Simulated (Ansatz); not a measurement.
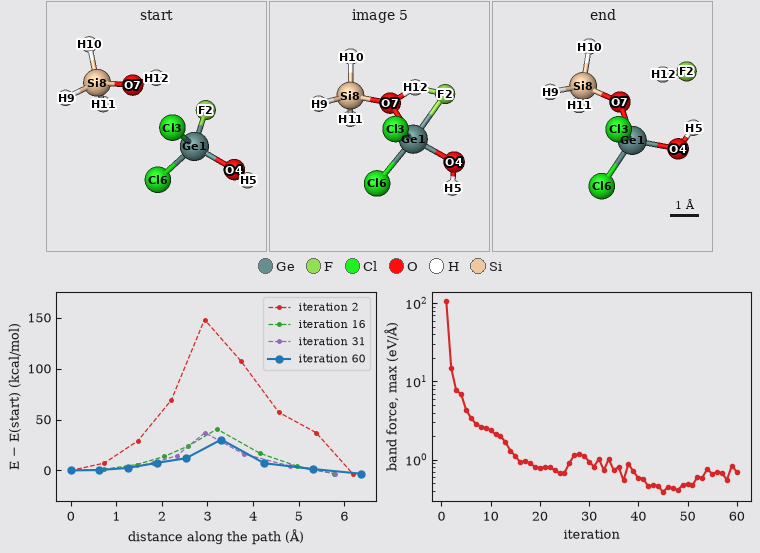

A nudged-elastic-band calculation for GeSiH5O2Cl2F, made up at the start of GeHOCl2F and SiH₄O. Images are numbered from 0 (start) to 8 (end). The plot follows the band through its iterations. A ball-and-stick model, seen from a free direction.

These are results of RHF/def2-SVP (Ansatz), not measurements. Settings: 7 movable images; climbing image from the first iteration; force threshold 0.05 eV/Å; iteration limit 60; optimiser FIRE; starting path through a guess of the saddle point.

### Judge this run.

The result isn't final. The band hadn't converged when the run stopped after 60 iterations. The largest component of the band force went from 110 to 0.7 eV/Å. The barrier read from it is provisional: over the last two iterations the highest image moved from 29.3 kcal/mol to 30.3 kcal/mol. The first iteration put the highest image at 436.4 kcal/mol. The highest point, image 5, lies 30.3 kcal/mol above the start and 33.5 kcal/mol above the end; the end is at −3.2 kcal/mol relative to the start.

Limits of the set-up: the start holds two separate molecules, 2.2 Å apart at their closest, whose relative position is a soft coordinate and is computed without a dispersion correction; Hartree-Fock leaves out electron correlation.

Cost: 26 min on 4 threads of Arm Neoverse N1 (shared host), peak memory 0.54 GiB.
